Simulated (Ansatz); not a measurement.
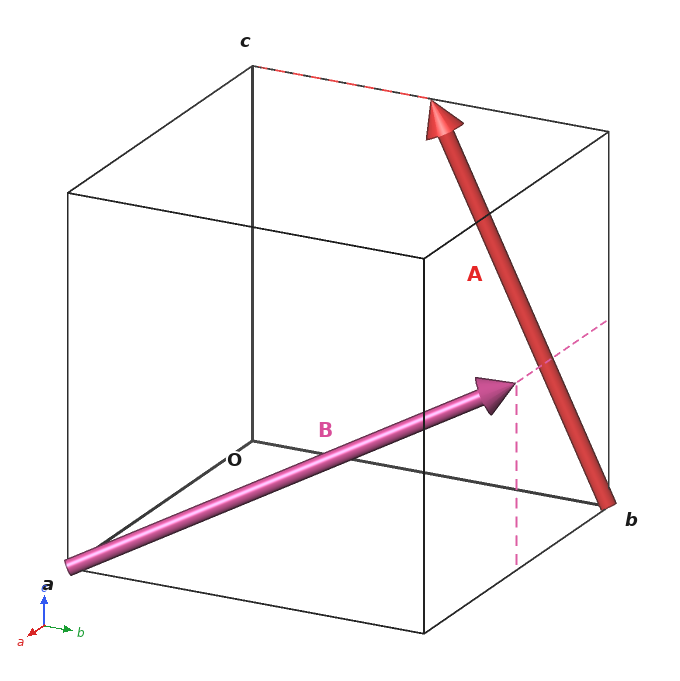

For Si, the end point of a relaxation with DFT, BLYP, plane waves (420 eV) with PAW, scalar-relativistic (Ansatz): each arrow starts at a corner of the unit cell and ends on its surface; where a tip isn't a corner, dashed lines run from it parallel to the axes. Geometry calculated from the standardised cell; symmetry tolerance 0.002 Å.

a = 5.533 Å, b = 5.533 Å, c = 5.533 Å, α = 90.00°, β = 90.00°, γ = 90.00°.

Q: Which lattice directions are drawn?

A: Arrow A runs from (0, 1, 0) to (0, 1/2, 1), so [0 −1 2]; Arrow B runs from (1, 0, 0) to (1/2, 1, 1/2), so [−1 2 1].

Q: How long is the vector ua + vb + wc in each case, and what angles do the directions make?

A: A 12.371 Å; B 13.552 Å. A–B: 90.0°.
